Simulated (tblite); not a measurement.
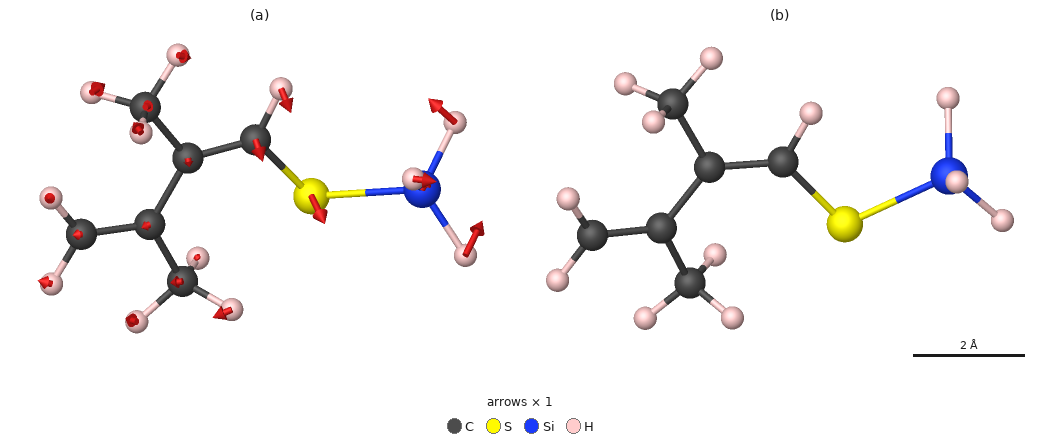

The structure of C6H12SSi before (left) and after (right) a relaxation, at one scale. The red arrows give the displacements, at their true length.

A ball-and-stick model, seen at a tilt.

Method: GFN2-xTB geometry optimisation, gas phase in tblite 0.8.0. 

Describe what moved and what it gained.

Over 112 geometry steps the energy falls by 50.9 kJ/mol. An H atom moves most after the best rigid fit: 0.79 Å. By element the largest moves are H 0.79 Å, S 0.68 Å, C 0.43 Å, Si 0.29 Å. Among the contacts that change: C–S 2.788 → 3.026 Å, C–C 1.296 → 1.340 Å, C–H 1.124 → 1.087 Å, C–C 1.469 → 1.499 Å. Among the angles between lasting bonds that change: S–Si–H 112.3° → 102.9°, C–C–S 121.3° → 129.9°, H–C–H 114.7° → 108.4°. Groups turn about S–Si by about 35°, C–S by about 25°. The run took 1.7 s on 1 thread of Arm Neoverse N1, on a shared host.
